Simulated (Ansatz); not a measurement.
**InSiH3OF (SMILES [F][In][O][SiH3]) at UHF/3-21G**

What is the energy change on altering one bond length of InSiH3OF at UHF/3-21G? 

The calculation is run with Ansatz 0.2.0.

99 further runs of the same task are left out: 99 set aside as unsound or not needed. Runs told in other sessions of the task aren't counted.

## 1. The system as given

InSiH3OF has 7 atoms, charge 0, and is taken as a doublet. SMILES: `[F][In][O][SiH3]`. The shape is that of a PBE0-D4/def2-TZVP optimisation. This is one conformer, not always the lowest.

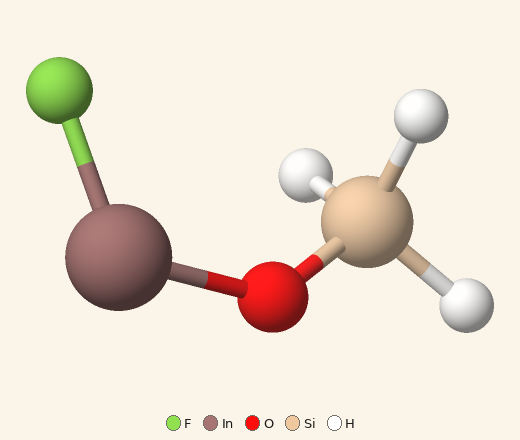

Viewed from a chosen angle; fluorine green, indium brown, oxygen red, silicon light orange, hydrogen white.

## 2. The energy at UHF/3-21G

Contents of job.yaml:

```yaml
crystal:
  periodic: [false, false, false]
  atoms:
    - symbol: F
      position_ang: [-0.133500, -2.447500, 1.820600]
    - symbol: In
      position_ang: [-0.761200, -2.248400, -0.028200]
    - symbol: O
      position_ang: [-0.475400, -0.461700, -0.849100]
    - symbol: Si
      position_ang: [0.186800, 0.948700, -0.346200]
    - symbol: H
      position_ang: [0.075900, 1.937000, -1.452700]
    - symbol: H
      position_ang: [-0.518200, 1.488800, 0.850500]
    - symbol: H
      position_ang: [1.625500, 0.783000, 0.005100]
basis:
  gaussian:
    orbitals: 3-21G-spherical.json
magnetization:
  spin_polarized: true
  initial_magnetization: 1
accuracy: high
output: {orbitals: {seedname: orbitals}}
hamiltonian:
  xc: hf
```

The basis set 3-21G is read from a file made from the Basis Set Exchange's data (not shown).

Started as:

```
ansatz run job.yaml --threads 1 --pin off --max-ram 3480MiB --events-out events.jsonl --progress --plain --runs-dir runs
```

The program printed:

```text
Warning: RAYON_NUM_THREADS=1 ignored (pool sized by the plan → 1); use --threads N
Functional definition: HF
  name "HF"
  exchange = exact_x
  correlation = 0
1415 factors; integrals over basis functions are off by at most 1.4e-8 eV
mean field evaluation 1: about -168088.2895 eV, gradient 3.3e1 eV
mean field evaluation 2: about -168088.3292 eV, gradient 3.3e1 eV
mean field evaluation 4: about -168092.7949 eV, gradient 2.4e0 eV
mean field evaluation 8: about -168092.8847 eV, gradient 1.7e-1 eV
mean field evaluation 16: about -168089.1874 eV, gradient 8.6e0 eV
mean field evaluation 32: about -168083.8520 eV, gradient 1.0e1 eV
mean field -168092.88539289 eV, -6177.2996007389 hartree, gradient 6.7e-8 eV, S^2 0.754278; 0 other end points of the search recorded, 0 dependent functions left out
reference -168092.88539289 eV, -6177.2996007389 hartree; 42, 41 occupied and 26, 27 virtual orbitals, 1415 factors
Total energy: -168092.88539289 eV, -6177.2996007389 hartree
```

Run time: 2.4 s. Hardware: 1 thread of Intel Xeon 6975P-C (Granite Rapids), shared host; peak memory 0.3 GiB.

## 3. The distorted shape, same level

Contents of run.yaml:

```yaml
crystal:
  periodic: [false, false, false]
  atoms:
    - {symbol: F, position_ang: [0.619750, -2.686423, 4.039188]}
    - {symbol: In, position_ang: [-0.761200, -2.248400, -0.028200]}
    - {symbol: O, position_ang: [-0.475400, -0.461700, -0.849100]}
    - {symbol: Si, position_ang: [0.186800, 0.948700, -0.346200]}
    - {symbol: H, position_ang: [0.075900, 1.937000, -1.452700]}
    - {symbol: H, position_ang: [-0.518200, 1.488800, 0.850500]}
    - {symbol: H, position_ang: [1.625500, 0.783000, 0.005100]}
basis:
  gaussian:
    orbitals: 3-21G-spherical.json
output: {orbitals: {seedname: orbitals}}
hamiltonian:
  xc: hf
magnetization:
  spin_polarized: true
  initial_magnetization: 1
accuracy: high
```

The basis set 3-21G is read from a file made from the Basis Set Exchange's data (not shown).

Started as:

```
ansatz run run.yaml --threads 1 --pin off --max-ram 3480MiB --events-out events.jsonl --progress --plain --runs-dir runs
```

The program printed, cut to the lines that bear on the results:

```text
Warning: RAYON_NUM_THREADS=1 ignored (pool sized by the plan → 1); use --threads N
Functional definition: HF
  name "HF"
[...]
1352 factors; integrals over basis functions are off by at most 8.8e-9 eV
[...]
mean field -168091.34702719 eV, -6177.2430668420 hartree, gradient 2.5e-8 eV, S^2 0.750361; 2 other end points of the search recorded, 0 dependent functions left out
reference -168091.34702719 eV, -6177.2430668420 hartree; 42, 41 occupied and 26, 27 virtual orbitals, 1352 factors
Total energy: -168091.34702719 eV, -6177.2430668420 hartree
```

Run time: 9.9 s. Hardware: 1 thread of Intel Xeon 6975P-C (Granite Rapids), shared host; peak memory 0.38 GiB.

## 4. What came out

At UHF/3-21G:

| quantity | value |
| --- | --- |
| first shape: total energy | -6177.29960 Eh |
| first shape: HOMO energy (highest over α and β) | -9.21 eV |
| first shape: LUMO energy (lowest over α and β) | -0.42 eV |
| first shape: ⟨S²⟩ | 0.754 |
| distorted shape: total energy | -6177.24307 Eh |
| distorted shape: HOMO energy (highest over α and β) | -8.43 eV |
| distorted shape: LUMO energy (lowest over α and β) | 0.99 eV |
| distorted shape: ⟨S²⟩ | 0.750 |
| energy change with the F1–In2 bond stretched from 1.963 to 4.318 Å | 1.538 eV |

With the F1–In2 bond stretched from 1.963 to 4.318 Å the energy rises by 1.54 eV (148 kJ/mol). The first shape isn't relaxed at this level, so the change isn't measured from a minimum. Relativity is left out (first shape) although the molecule holds a heavy atom. Relativity is left out (distorted shape) although the molecule holds a heavy atom.
